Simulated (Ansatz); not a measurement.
# TaH$_{3}$BrCl$_{3}$O$_{2}$: frequency calculation

System: TaH$_{3}$BrCl$_{3}$O$_{2}$.
Method: RKS PBE/def2-SVP (Ansatz 0.2.0).

It belongs to a series of runs on one base structure; here: vibrations at the highest image of the band. Figures and captions count atoms from 1; the log counts them from 0 in places.

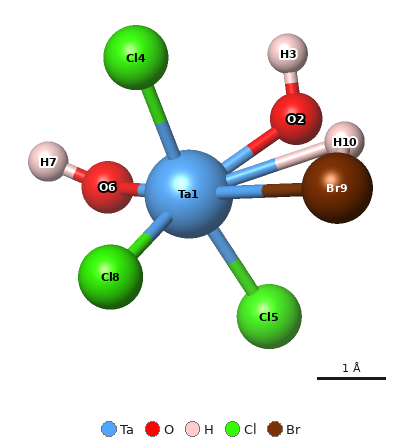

Fig. 1: The structure as given in the input (ball-and-stick view, seen at a tilt; atoms are numbered from 1 in the order of the input). Sticks mark near contacts.

**The input**
```yaml
crystal:
  periodic: [false, false, false]
  atoms:
    - { symbol: Ta, position_ang: [-0.023536, -0.120115, -0.176197] }
    - { symbol: O, position_ang: [2.00392, -0.051044, -0.146226] }
    - { symbol: H, position_ang: [2.427031, 0.034807, 0.732357] }
    - { symbol: Cl, position_ang: [0.210808, -0.696, 2.126189] }
    - { symbol: Cl, position_ang: [0.151608, 0.208207, -2.479759] }
    - { symbol: O, position_ang: [-0.606439, 1.61297, 0.227388] }
    - { symbol: H, position_ang: [-1.089743, 2.011293, 0.974136] }
    - { symbol: Cl, position_ang: [-2.011679, -1.321235, -0.307272] }
    - { symbol: Br, position_ang: [1.304964, -2.821579, -0.782342] }
    - { symbol: H, position_ang: [2.095064, -1.516404, -0.533072] }
basis:
  gaussian: { orbitals: def2-SVP }
hamiltonian:
  xc: pbe
phonons: {}
```

Hardware: 4 threads of Intel Xeon @ 2.50GHz (Skylake/Cascade Lake), 12 GiB of memory available, shared host.

Launched with:
```bash
ansatz run input.yaml --threads 4 --pin off --max-ram 5120MiB --backend cpu --events-out ev --progress --plain --runs-dir out
```

**The program's output**
```
Engine: ansatz 0.2.0, x86_64-unknown-linux-gnu
Functional definition: PBE
  parameter kappa = 0.804
  parameter beta = 0.06672455060314922
  exchange = pbe_x(kappa = kappa, mu = beta*pi^2/3)
  correlation = pbe_c(beta = beta)
1694 factors; their error is unknown
mean field evaluation 1: about -113252.8447 eV, gradient 8.0e1 eV
mean field evaluation 2: about -112999.2187 eV, gradient 3.1e2 eV
mean field evaluation 4: about -113261.4174 eV, gradient 3.6e1 eV
mean field evaluation 8: about -113264.4778 eV, gradient 6.6e-1 eV
mean field evaluation 16: about -113264.3608 eV, gradient 3.3e-3 eV
mean field -113264.36084201 eV, -4162.3884876026 hartree, gradient 2.4e-5 eV, S^2 0.000000; 0 other end points of the search recorded, 0 dependent functions left out
the calculation of the forces begins
reference -113264.36090752 eV, -4162.3884900100 hartree; 59, 59 occupied and 102, 102 virtual orbitals, 1694 factors
these checks for a lower state are left out or cut short: stability, starts, cluster_reference, orbital_swaps, neighbouring_geometries, increment
1694 factors; their error is unknown
mean field -113264.36073314 eV, -4162.3884836018 hartree, gradient 1.9e-6 eV, S^2 0.000000; 0 other end points of the search recorded, 0 dependent functions left out
[... from here on the field's lines of each further geometry are left out, up to the last ...]
the calculation of the forces begins
reference -113264.36091215 eV, -4162.3884901804 hartree; 59, 59 occupied and 102, 102 virtual orbitals, 1694 factors
these checks for a lower state are left out or cut short: stability, starts, cluster_reference, orbital_swaps, neighbouring_geometries, increment
1694 factors; their error is unknown
mean field evaluation 416: about -113264.3608 eV, gradient 6.0e-5 eV
mean field -113264.36082532 eV, -4162.3884869892 hartree, gradient 1.9e-6 eV, S^2 0.000000; 0 other end points of the search recorded, 0 dependent functions left out
the calculation of the forces begins
reference -113264.36089083 eV, -4162.3884893967 hartree; 59, 59 occupied and 102, 102 virtual orbitals, 1694 factors
WARN: phonons: modes at or below zero, which the zero-point energy, F, S and C_V leave out: 1, the lowest at -200.48 cm⁻¹. A minimum has none, and a first-order saddle one
Total energy: -113264.36090752 eV, -4162.3884900100 hartree
Atom 0 at    -0.023536    -0.120115    -0.176197 Å, force    -0.002720     0.012618    -0.006012 eV/Å
Atom 1 at     2.003920    -0.051044    -0.146226 Å, force     0.005622    -0.000101    -0.009830 eV/Å
Atom 2 at     2.427031     0.034807     0.732357 Å, force    -0.003387    -0.001321     0.004185 eV/Å
Atom 3 at     0.210808    -0.696000     2.126189 Å, force     0.000716     0.000318     0.002630 eV/Å
Atom 4 at     0.151608     0.208207    -2.479759 Å, force    -0.000153    -0.000453     0.003250 eV/Å
Atom 5 at    -0.606439     1.612970     0.227388 Å, force    -0.001717    -0.020115     0.010161 eV/Å
Atom 6 at    -1.089743     2.011293     0.974136 Å, force     0.002865     0.010496    -0.006146 eV/Å
Atom 7 at    -2.011679    -1.321235    -0.307272 Å, force     0.000164    -0.003507    -0.001293 eV/Å
Atom 8 at     1.304964    -2.821579    -0.782342 Å, force     0.000078     0.005388    -0.001218 eV/Å
Atom 9 at     2.095064    -1.516404    -0.533072 Å, force    -0.001469    -0.003324     0.004274 eV/Å
Dipole moment:     0.118521     0.517269     0.432629 e Å
Vibrations: -200.48 60.19 69.39 85.92 101.62 133.68 151.13 179.23 200.22 219.18 256.73 329.05 348.80 372.30 391.19 419.82 470.29 641.92 672.18 733.93 867.59 1575.42 3685.00 3760.46 cm⁻¹, zero-point energy 0.974840 eV
```

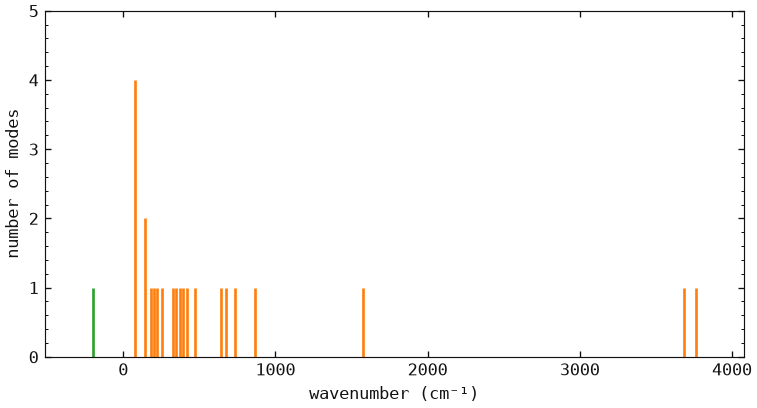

Fig. 2: Harmonic vibrational wavenumbers from the force constants; neighbouring modes closer than 18 cm⁻¹ are counted in one stick, and imaginary ones are drawn at negative wavenumbers. 24 modes from 200i to 3760 cm⁻¹, 1 imaginary beyond 8i (200i cm⁻¹): a first-order saddle point, if the geometry is stationary.

**Results in brief**

```csv
quantity,value
outcome,converged
total energy,−113264.3609 eV
mean-field energy,−113264.3609 eV
largest force (length of the vector),0.023 eV/Å
wall time,1.8 min (CPU time 6.7 min)
peak memory,0.29 GiB
```
